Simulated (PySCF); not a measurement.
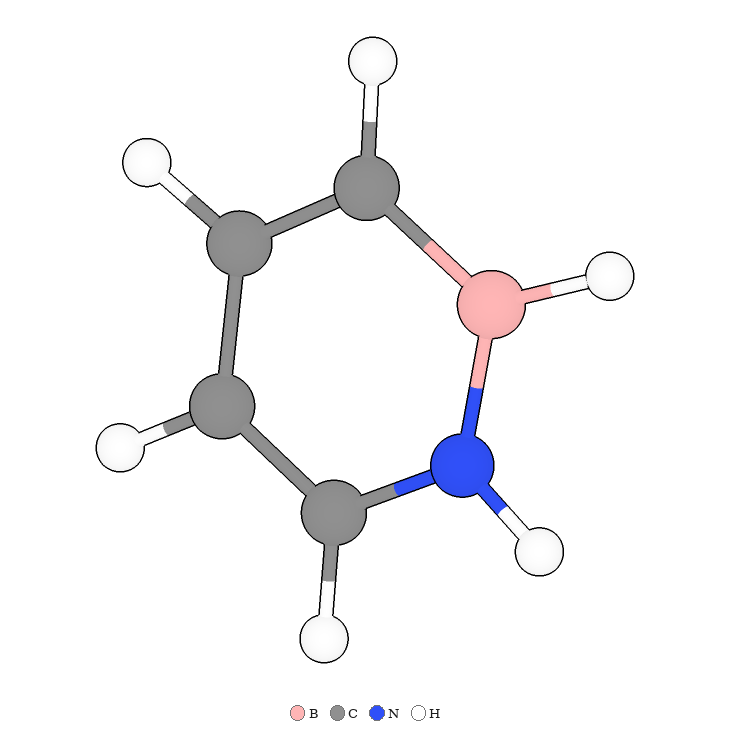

A ball-and-stick model of a molecule. Every bond is drawn as one stick, whatever its order.

The computed structure is the end point of a PBE0-D3(BJ)/def2-SVP optimisation. No frequency run is at hand to confirm it as a minimum.

Count the atoms of each element.

C4H6BN, 12 atoms: 4 carbon, 6 hydrogen, 1 boron and 1 nitrogen.

Name functional groups in it.

Among them: alkene, B–H bond.

How many bonds of each kind are drawn?

4 C–H, 3 C–C, 1 C–B, 1 C–N, 1 B–N, 1 B–H, 1 N–H.

Describe its rings.

Independent rings (smallest set): 1 of 6 members.

More results for the same structure follow; atom numbers are the same in all pictures, views and colours differ.

Shape

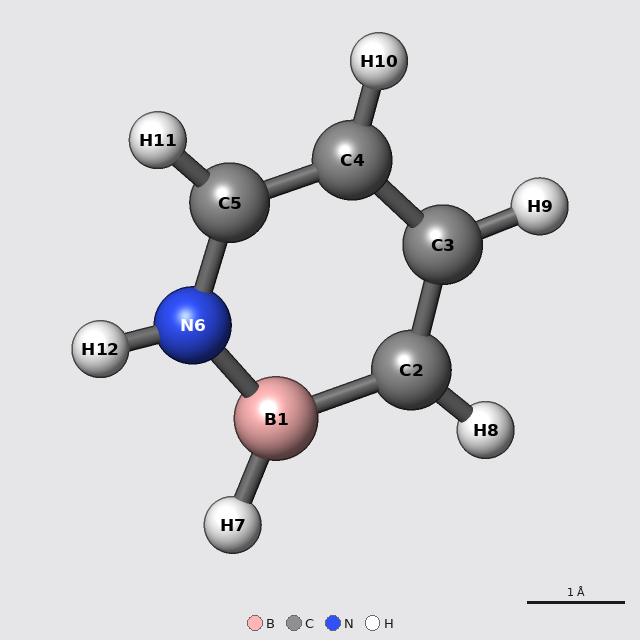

Numbered structure. No frequency run is at hand to confirm it as a minimum.

What are the angles B1–C2–C3, B1–C2–H8, B1–N6–H12, C2–B1–N6, C2–B1–H7, C2–C3–C4, C3–C4–C5, C3–C4–H10, C4–C3–H9, C4–C5–N6, C5–C4–H10, C5–N6–H12?

| angle | degrees |
| --- | --- |
| B1–C2–C3 | 118.6 |
| B1–C2–H8 | 123.2 |
| B1–N6–H12 | 120.4 |
| C2–B1–N6 | 114.8 |
| C2–B1–H7 | 127.3 |
| C2–C3–C4 | 121.9 |
| C3–C4–C5 | 120.0 |
| C3–C4–H10 | 120.7 |
| C4–C3–H9 | 117.4 |
| C4–C5–N6 | 120.9 |
| C5–C4–H10 | 119.2 |
| C5–N6–H12 | 115.9 |

Quadrupole coupling

No frequency run is at hand to confirm it as a minimum. Electric field gradients from the ground-state density, PBE0/pcJ-1 (PySCF 2.14.0), non-relativistic apart from any core potentials.

Give the largest field-gradient component, the quadrupole coupling constant and the asymmetry for 11B at B1 (Q = 40.59 mb), 14N at N6 (Q = 20.44 mb), 2H at H7 (Q = 2.86 mb), 2H at H8 (Q = 2.86 mb).

```json
{"atom": "B1", "V_zz (a.u.)": "0.323", "e²qQ/h (MHz)": "3.08", "η": "0.49"}
{"atom": "N6", "V_zz (a.u.)": "0.402", "e²qQ/h (MHz)": "1.93", "η": "0.47"}
{"atom": "H7", "V_zz (a.u.)": "0.200", "e²qQ/h (MHz)": "0.134", "η": "0.01"}
{"atom": "H8", "V_zz (a.u.)": "0.300", "e²qQ/h (MHz)": "0.202", "η": "0.04"}
```

Levels of theory compared

No frequency run is at hand to confirm it as a minimum. Program: PySCF 2.14.0.

Tabulate HOMO energy (eV) at these levels: B97-2/pcJ-1; HF/pcJ-1; KT2/pcJ-1; LDA/pcJ-1; PBE/pcJ-1; PBE0/pcJ-1.

| level | HOMO energy (eV) |
| --- | --- |
| B97-2/pcJ-1 | −6.30 |
| HF/pcJ-1 | −8.29 |
| KT2/pcJ-1 | −5.61 |
| LDA/pcJ-1 | −5.84 |
| PBE/pcJ-1 | −5.63 |
| PBE0/pcJ-1 | −6.55 |

The run warned: near a triplet instability: FC and SD terms are unreliable.

Spin–spin coupling

No frequency run is at hand to confirm it as a minimum. Level of theory: LDA/pcJ-1 indirect spin-spin coupling, non-relativistic, gas phase (PySCF 2.14.0). Isotopes: 11B, 13C, 1H, 15N.

Give the spin–spin coupling constants of these pairs, with the number of bonds between them: B1/N6, B1/C2, C5/N6, B1/H8, B1/H12, N6/H7, N6/H11, B1/C4, N6/H8, N6/H10.

```
   pair  bonds apart  J (Hz)
 B1, N6            1   −15.9
 B1, C2            1    56.0
 C5, N6            1    −6.0
 B1, H8            2     3.8
B1, H12            2     0.6
 N6, H7            2    −4.3
N6, H11            2    −1.6
 B1, C4            3     8.1
 N6, H8            3    −3.1
N6, H10            3    −4.3
```
